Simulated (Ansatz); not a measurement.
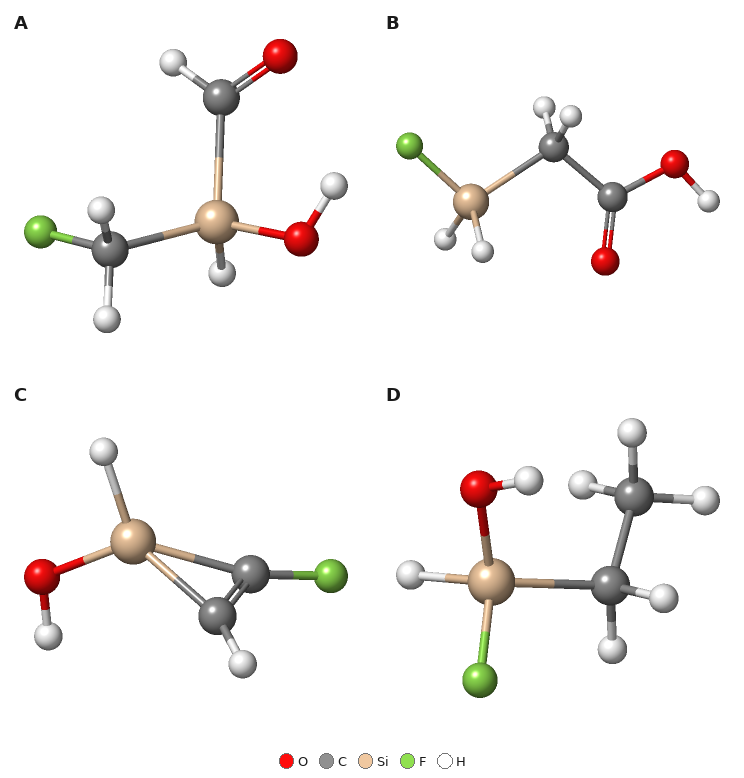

The picture comes from a calculation with Ansatz.

Q: Match each picture to its SMILES.
(1) O=C(O)C[SiH2]F
(2) O[Si@H]1C=C1F
(3) O=C[Si@@H](O)CF
(4) CC[Si@H](O)F

A: A is (3), B is (1), C is (2), D is (4).
